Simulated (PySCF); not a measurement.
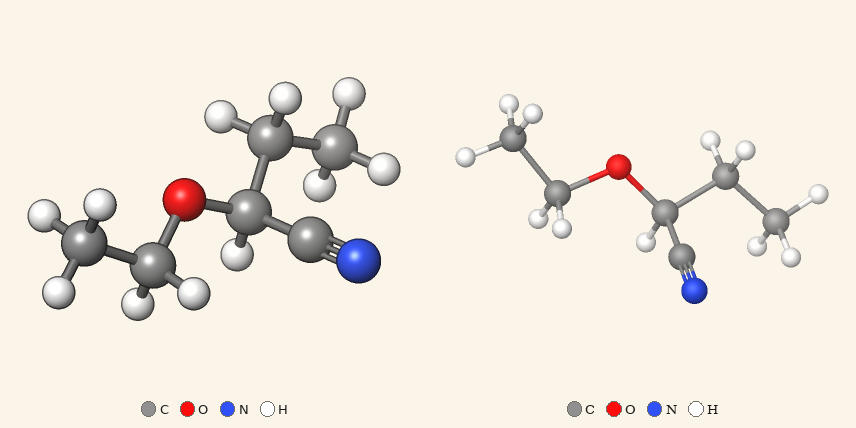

Both panels show the same species.

The geometry was computed by an optimisation with GFN2-xTB. No frequency run is at hand to confirm it as a minimum.

Which formula does it have?

Answer. C6H11NO, 19 atoms: 6 carbon, 11 hydrogen, 1 nitrogen and 1 oxygen.

Write the SMILES.

Answer. CCO[C@H](C#N)CC

More results for the same structure follow; atom numbers are the same in all pictures, views and colours differ.

### Shape

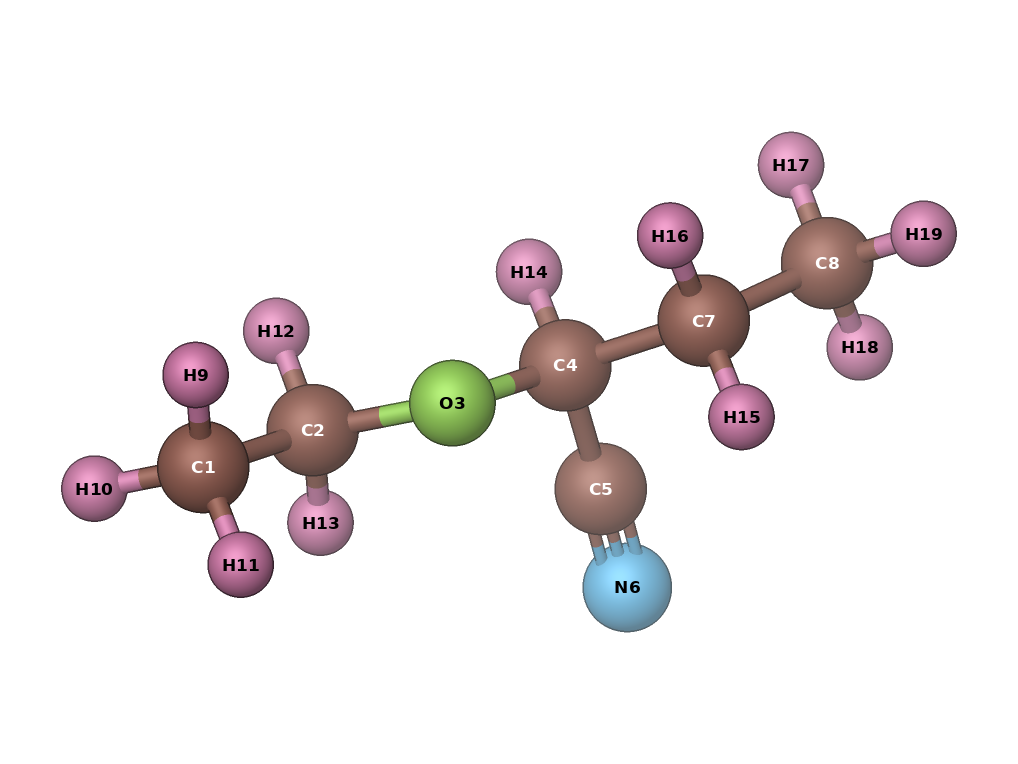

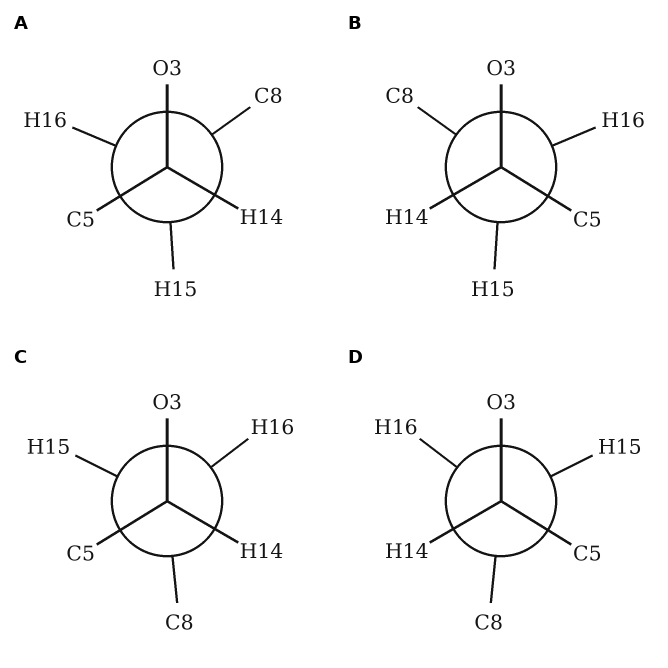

Atoms fade into the background with distance from the viewer. Bonds that would overlap in a projection are set slightly apart. No frequency run is at hand to confirm it as a minimum.

Which Newman projection shows the view along C4–C7, with C4 in front?

Answer. D. The torsion angle O3–C4–C7–C8 is −174°, antiperiplanar (anti).

### Electronic properties

No frequency run is at hand to confirm it as a minimum. Level of theory: PBE0/def2-SVPD, gas phase (PySCF 2.14.0). Excitations: vertical, linear response.

Give the HOMO energy (Kohn–Sham orbital) at this level.

Answer. −8.25 eV.

What is the dipole moment?

Answer. 3.28 D.

Estimate the LUMO energy (Kohn–Sham orbital).

Answer. 0.26 eV.

What is the lowest vertical singlet excitation?

Answer. 7.04 eV.

### Quadrupole coupling

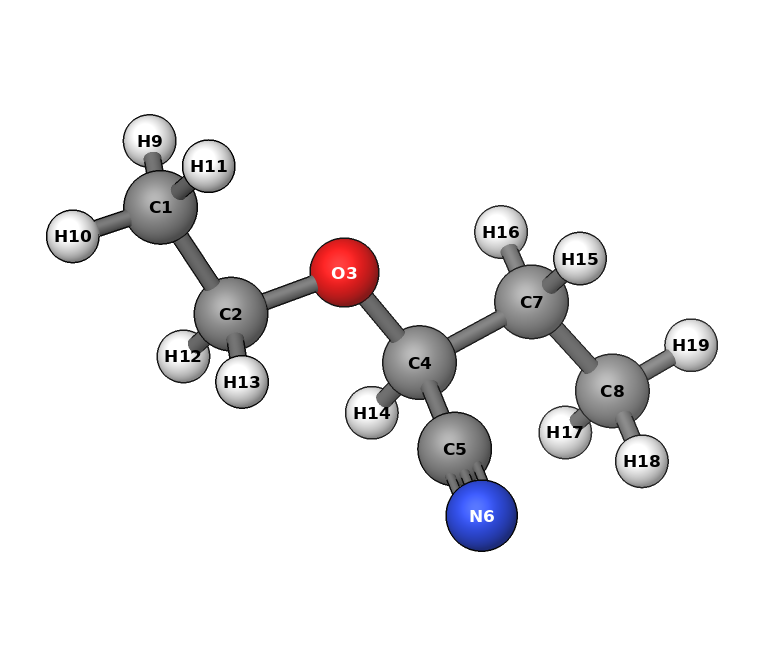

No frequency run is at hand to confirm it as a minimum. Electric field gradients from the ground-state density, PBE0/pcSseg-1 (PySCF 2.14.0), non-relativistic apart from any core potentials.

Give the largest field-gradient component, the quadrupole coupling constant and the asymmetry for 17O at O3 (Q = −25.6 mb), 14N at N6 (Q = 20.44 mb), 2H at H9 (Q = 2.86 mb), 2H at H10 (Q = 2.86 mb).

```json
{"atom": "O3", "V_zz (a.u.)": "−2.045", "e²qQ/h (MHz)": "12.30", "η": "0.96"}
{"atom": "N6", "V_zz (a.u.)": "−0.998", "e²qQ/h (MHz)": "−4.80", "η": "0.13"}
{"atom": "H9", "V_zz (a.u.)": "0.316", "e²qQ/h (MHz)": "0.212", "η": "0.03"}
{"atom": "H10", "V_zz (a.u.)": "0.317", "e²qQ/h (MHz)": "0.213", "η": "0.03"}
```

### NMR shielding

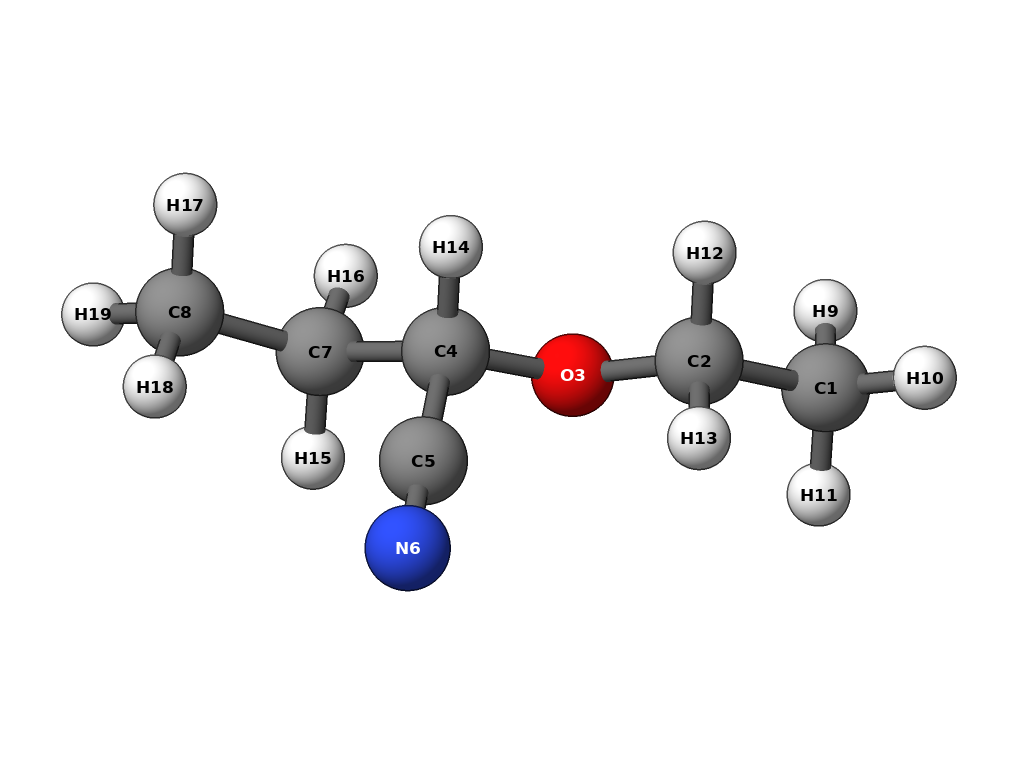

No frequency run is at hand to confirm it as a minimum. Level of theory: GIAO PBE0/pcSseg-1 NMR shielding, non-relativistic, gas phase (PySCF 2.14.0). Principal shieldings σ11 ≤ σ22 ≤ σ33, span Ω = σ33 − σ11, skew κ = 3(σiso − σ22)/Ω.

Which C atom has the most anisotropic shielding?

Answer. C5, with a span of 347 ppm.

Give the shielding tensors of the C atoms.

```csv
atom,σ11,σ22,σ33,σiso,Ω,κ
C1,153.7,167.8,186.2,169.2,32.5,0.13
C2,83.5,102.4,166.2,117.4,82.7,0.54
C4,80.9,100.0,159.6,113.5,78.7,0.52
C5,−53.8,−48.6,293.2,63.6,347.0,0.97
C7,135.1,155.8,171.3,154.1,36.1,−0.14
C8,167.0,170.7,187.9,175.2,21.0,0.64
```

Shieldings and span in ppm.
